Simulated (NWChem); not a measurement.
**C3H6 (propene): levels of theory compared**

Wanted: a comparison of 4 runs (HF/STO-3G, HF/3-21G, B3LYP/6-31G*) of C3H6 (propene). 

The results are computed with NWChem 7.3.0.

## 1. Starting point

C3H6 has 9 atoms, charge 0, and is taken as a singlet. As SMILES, `C=CC`. Geometry: relaxed at PBE0-D4/def2-TZVP.

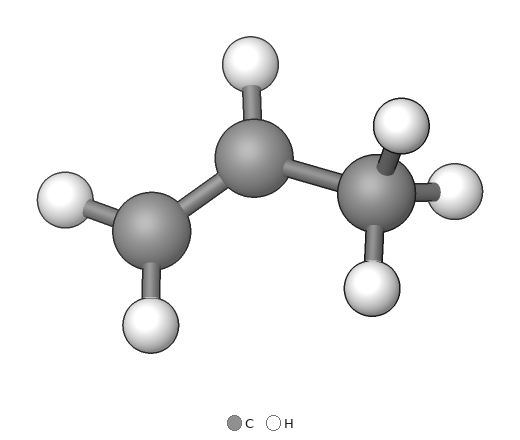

The structure, seen from a chosen angle (carbon grey, hydrogen white).

## 2. Energy and forces at HF/STO-3G (run 1)

run.nw reads:

```
start run
title "C3H6"
memory 2200 mb
geometry noautosym nocenter noautoz
  C       -1.129400       0.554100      -0.580200
  C        0.157600       0.266300      -0.447400
  C        0.744900      -0.543600       0.656400
  H       -1.864800       0.202700       0.137400
  H       -1.495500       1.149800      -1.408200
  H        0.857000       0.641500      -1.192300
  H        1.261600      -1.425300       0.264300
  H        1.490400       0.033400       1.212800
  H       -0.021900      -0.879100       1.357300
end
basis spherical bse
  * library STO-3G
end
scf
  thresh 1e-08
  maxiter 80
  print medium
end
task scf gradient
```

Command:

```sh
$ nwchem run.nw > run.out
```

What it wrote:

```text
[...]
  functions       =    21
[...]
  wavefunction    = RHF
[...]
         Total SCF energy =   -115.658968676882
      One-electron energy =   -296.112129424058
      Two-electron energy =    109.455034743219
 Nuclear repulsion energy =     70.998126003957
        Time for solution =      0.8s
[...]
                         RHF ENERGY GRADIENTS
    atom               coordinates                        gradient
                 x          y          z           x          y          z
   1 C      -2.134257   1.047097  -1.096419   -0.023837   0.006879  -0.004855
   2 C       0.297821   0.503234  -0.845463    0.034252  -0.020916   0.023902
   3 C       1.407657  -1.027255   1.240416   -0.014053   0.016436  -0.022012
   4 H      -3.523961   0.383047   0.259648   -0.001428  -0.002236   0.003814
   5 H      -2.826085   2.172807  -2.661112    0.000342   0.001658  -0.002651
   6 H       1.619495   1.212259  -2.253120    0.000646   0.001810  -0.002902
   7 H       2.384078  -2.693426   0.499455    0.003494  -0.003810  -0.001403
   8 H       2.816448   0.063117   2.291860    0.004443   0.002000   0.002374
   9 H      -0.041385  -1.661258   2.564925   -0.003860  -0.001821   0.003733
[...]
```

It took 1.6 s on 1 thread of Intel Xeon Platinum 8259CL at 2.50GHz (Skylake/Cascade Lake), shared host; peak memory 0.1 GiB.

## 3. Energy and forces at HF/3-21G (run 2)

run.py reads:

```python
from ase import Atoms
from ase.calculators.nwchem import NWChem

atoms = Atoms(['C', 'C', 'C', 'H', 'H', 'H', 'H', 'H', 'H'], positions=[
    [-1.129400, 0.554100, -0.580200],
    [0.157600, 0.266300, -0.447400],
    [0.744900, -0.543600, 0.656400],
    [-1.864800, 0.202700, 0.137400],
    [-1.495500, 1.149800, -1.408200],
    [0.857000, 0.641500, -1.192300],
    [1.261600, -1.425300, 0.264300],
    [1.490400, 0.033400, 1.212800],
    [-0.021900, -0.879100, 1.357300],
])

calc = NWChem(
    label='geom',
    theory='scf',
    memory='2200 mb',
    basis='3-21G',
    basispar='spherical bse',
    scf={'nopen': '0', 'rhf': None, 'thresh': '1e-08', 'maxiter': '80'},
)
atoms.calc = calc

forces = atoms.get_forces()
e = atoms.get_potential_energy()
print(f"E = {e:.6f} eV")
print("forces (eV/A):")
for s, f in zip(atoms.symbols, forces):
    print(f"{s:2s} {f[0]:10.5f} {f[1]:10.5f} {f[2]:10.5f}")
print("dipole (e A):", atoms.get_dipole_moment().round(4))
```

Command:

```sh
$ export ASE_NWCHEM_COMMAND="nwchem PREFIX.nwi > PREFIX.nwo"
$ python run.py
```

What it wrote:

```text
E = -3168.038640 eV
forces (eV/A):
C     0.24868   -0.08947    0.07842
C    -0.54975    0.60390   -0.79565
C     0.37667   -0.45071    0.60709
H     0.24935    0.16208   -0.31069
H     0.10336   -0.23104    0.33121
H    -0.25001   -0.16805    0.31686
H    -0.17165    0.20970    0.08613
H    -0.22502   -0.12192   -0.12928
H     0.21839    0.08546   -0.18414
dipole (e A): [ 0.0594 -0.0237  0.0222]
```

The calculator wrote geom.nwi:

```
title "geom"

permanent_dir geom

scratch_dir geom

start geom

geometry units angstrom nocenter noautosym noautoz
  C  -1.1294000000000000e+00 5.5410000000000004e-01 -5.8020000000000005e-01
  C  1.5759999999999999e-01 2.6629999999999998e-01 -4.4740000000000002e-01
  C  7.4490000000000001e-01 -5.4359999999999997e-01 6.5639999999999998e-01
  H  -1.8648000000000000e+00 2.0269999999999999e-01 1.3739999999999999e-01
  H  -1.4955000000000001e+00 1.1497999999999999e+00 -1.4081999999999999e+00
  H  8.5699999999999998e-01 6.4149999999999996e-01 -1.1922999999999999e+00
  H  1.2616000000000001e+00 -1.4253000000000000e+00 2.6429999999999998e-01
  H  1.4903999999999999e+00 3.3399999999999999e-02 1.2128000000000001e+00
  H  -2.1899999999999999e-02 -8.7909999999999999e-01 1.3573000000000000e+00
end

memory 2200 mb

basis spherical bse noprint
   * library 3-21G
end

scf
  nopen 0
  rhf
  thresh 1e-08
  maxiter 80
end

task scf gradient
```

geom.nwo:

```text
Northwest Computational Chemistry Package (NWChem) 7.3.0
             --------------------------------------------------------

           Job information
           ---------------

    nwchem branch   = 7.3.0
    use scalapack   = T
    input           = geom.nwi
    prefix          = geom.
    data base       = geom/geom.db
    status          = startup
    nproc           =        1

           Memory information
           ------------------

    heap     =     72089598 doubles =      550.0 Mbytes
    stack    =     72089595 doubles =      550.0 Mbytes
    global   =    144179200 doubles =     1100.0 Mbytes (distinct from heap & stack)
    total    =    288358393 doubles =     2200.0 Mbytes
    verify   = yes
    hardfail = no

[... 132 lines left out ...]
 Convergence threshold     :          1.000E-08
[... 12 lines left out ...]
       Final RHF  results
[... 3 lines left out ...]
      One-electron energy =   -296.034802414496
[... 1 line left out ...]
 Nuclear repulsion energy =     70.998126003957
[... 30 lines left out ...]
                       ROHF Final Molecular Orbital Analysis
[... 194 lines left out ...]
                         RHF ENERGY GRADIENTS

    atom               coordinates                        gradient
                 x          y          z           x          y          z
   1 C      -2.134257   1.047097  -1.096419   -0.004836   0.001740  -0.001525
   2 C       0.297821   0.503234  -0.845463    0.010691  -0.011744   0.015473
   3 C       1.407657  -1.027255   1.240416   -0.007325   0.008765  -0.011806
[... 5 lines of this table left out ...]
   9 H      -0.041385  -1.661258   2.564925   -0.004247  -0.001662   0.003581

                 ----------------------------------------
                 |  Time  |  1-e(secs)   |  2-e(secs)   |
                 ----------------------------------------
                 |  CPU   |       0.00   |       0.11   |
                 ----------------------------------------
                 |  WALL  |       0.00   |       0.11   |
                 ----------------------------------------

 Task  times  cpu:        1.1s     wall:        1.1s
 Total times  cpu:        1.1s     wall:        1.1s
```

Run time: 2.4 s. Hardware: 1 thread of Intel Xeon Platinum 8259CL at 2.50GHz (Skylake/Cascade Lake), shared host; peak memory 0.1 GiB.

Run 3 isn't shown in full; the table further down has it.

## 4. Energy and forces at B3LYP/6-31G(d) (Cartesian functions) (run 4)

run.xyz reads:

```xyz
9
C3H6 gradient
C     -1.129400     0.554100    -0.580200
C      0.157600     0.266300    -0.447400
C      0.744900    -0.543600     0.656400
H     -1.864800     0.202700     0.137400
H     -1.495500     1.149800    -1.408200
H      0.857000     0.641500    -1.192300
H      1.261600    -1.425300     0.264300
H      1.490400     0.033400     1.212800
H     -0.021900    -0.879100     1.357300
```

run.nw reads:

```
start run
title "C3H6 gradient"
memory total 2200 mb
geometry units angstroms noautosym nocenter noautoz
  load format xyz run.xyz
end
basis cartesian
  * library 6-31G*
end
dft
  xc b3lyp
  grid xfine
  convergence energy 1e-08
  maxiter 100
  mulliken
end
task dft gradient
```

Command:

```sh
$ nwchem run.nw > run.out
```

What it wrote:

```text
[...]
          Wavefunction type:  closed shell.
          No. of atoms     :     9
          No. of electrons :    24
[...]
          Charge           :     0
          Spin multiplicity:     1
[...]
          AO basis - number of functions:    57
[...]
              XC Information
              --------------
                         B3LYP Method XC Potential
                     Hartree-Fock (Exact) Exchange  0.200
                        Slater Exchange Functional  0.800 local
                    Becke 1988 Exchange Functional  0.720 non-local
              Lee-Yang-Parr Correlation Functional  0.810
                  VWN I RPA Correlation Functional  0.190 local
[...]
 d= 0,ls=0.0,diis     1   -117.8765089165 -1.89D+02  8.66D-03  3.20D-01     3.8
[...]
 d= 0,ls=0.0,diis     8   -117.9073287029 -1.16D-09  1.48D-06  7.14D-09    27.5
         Total DFT energy =     -117.907328702885
      One electron energy =     -297.445700515354
           Coulomb energy =      127.035561612488
    Exchange-Corr. energy =      -18.495315803976
 Nuclear repulsion energy =       70.998126003957
[...]
      Total Density - Mulliken Population Analysis
     ---------------------------------------------
    Atom       Charge   Shell Charges
 -----------   ------   -------------------------------------------------------
    1 C    6     6.33   1.99  0.70  2.07  0.58  0.99  0.01
    2 C    6     6.04   1.99  0.71  2.05  0.50  0.78  0.01
    3 C    6     6.48   1.99  0.68  2.14  0.63  1.01  0.03
    4 H    1     0.87   0.53  0.34
    5 H    1     0.86   0.53  0.33
    6 H    1     0.88   0.53  0.34
    7 H    1     0.84   0.52  0.32
    8 H    1     0.84   0.52  0.32
    9 H    1     0.85   0.53  0.32
[...]
  wavefunction    = closed shell
                         DFT ENERGY GRADIENTS
    atom               coordinates                        gradient
                 x          y          z           x          y          z
   1 C      -2.134257   1.047097  -1.096419    0.006799  -0.001699   0.000966
   2 C       0.297821   0.503234  -0.845463   -0.004657  -0.001164   0.002903
   3 C       1.407657  -1.027255   1.240416   -0.002105   0.001757  -0.002285
   4 H      -3.523961   0.383047   0.259648    0.001845   0.000202  -0.000732
   5 H      -2.826085   2.172807  -2.661112    0.001604  -0.001089   0.001275
   6 H       1.619495   1.212259  -2.253120   -0.001607  -0.000507   0.001192
   7 H       2.384078  -2.693426   0.499455   -0.001323   0.002413   0.000302
   8 H       2.816448   0.063117   2.291860   -0.001811  -0.000876  -0.001838
   9 H      -0.041385  -1.661258   2.564925    0.001256   0.000963  -0.001783
[...]
```

It took 36 s on 1 thread of Intel Xeon Platinum 8259CL at 2.50GHz (Skylake/Cascade Lake), shared host; peak memory 0.14 GiB.

## 5. All runs side by side

| run | level | iteration cap | module | energy (Eh) | dipole moment (D) | HOMO energy (eV) | LUMO energy (eV) | wall time |
| --- | --- | --- | --- | --- | --- | --- | --- | --- |
| 1 | HF/STO-3G | 80 | scf | -115.658969 | 0.26 | -8.40 | 8.81 | 1.6 s |
| 2 | HF/3-21G | 80 | scf | -116.423274 | 0.33 | -9.75 | 5.22 | 2.4 s |
| 3 | B3LYP/6-31G* (spherical functions) | 100 | dft | -117.904974 | – | – | – | 29 s |
| 4 | B3LYP/6-31G* (Cartesian functions) | 100 | dft | -117.907329 | 0.36 | -6.81 | 0.83 | 36 s |

## 6. Outcome

| quantity | value |
| --- | --- |
| run 4: total energy | -117.90733 Eh |
| run 4: dipole moment | 0.36 D |
| run 4: HOMO energy | -6.81 eV |
| run 4: LUMO energy | 0.83 eV |
| run 4: HOMO–LUMO gap | 7.64 eV |
| run 4: largest force on an atom | 0.364 eV/Å |

What this shows: Over runs 1, 2, 4 the dipole moment (its size) runs from 0.26 D (HF/STO-3G) to 0.36 D (B3LYP/6-31G*). The two ends differ in method and basis. Over runs 1, 2, 4 the HOMO–LUMO gap runs from 7.64 eV (B3LYP/6-31G*) to 17.22 eV (HF/STO-3G). In run 1 the basis is minimal, so the values are rough. All runs together took 69 s, the longest 36 s.
